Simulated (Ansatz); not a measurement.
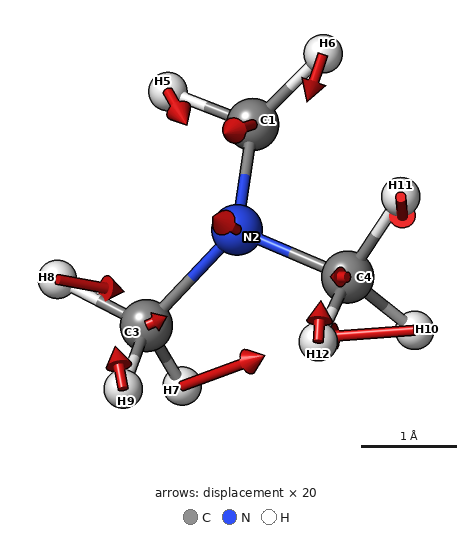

A relaxation of C$_{3}$H$_{8}$N (multiplicity 2). The starting structure is drawn; red arrows show the displacements, 20 times their true length. The two geometries are superimposed by the best rigid fit.

A ball-and-stick model, seen at a tilt.

The start comes from PBE-D4/def2-SVP.

Theory: UKS PBE0-D4/def2-TZVP in Ansatz. (force threshold 0.005 eV/Å; at most 150 steps)

Q: Which element moves most?

A: Hydrogen: up to 0.058 Å, against 0.034 Å for carbon.

Q: What did the optimiser do to the structure, and how much energy did it gain?

A: The atom that moves furthest after the best rigid fit is H7 (0.058 Å). By element the largest moves are H 0.058 Å, C 0.034 Å, N 0.026 Å. Among the contacts that change: C3–H7 1.120 → 1.101 Å, C1–H5 1.100 → 1.082 Å, C3–H8 1.109 → 1.091 Å, C1–N2 1.389 → 1.374 Å. After 5 accepted moves (6 points after the start) the energy has fallen by 0.055 eV. Largest force component: 0.57 eV/Å at the start, 0.00049 eV/Å at the end. The line search rejected the trial step at point 2 of the run.
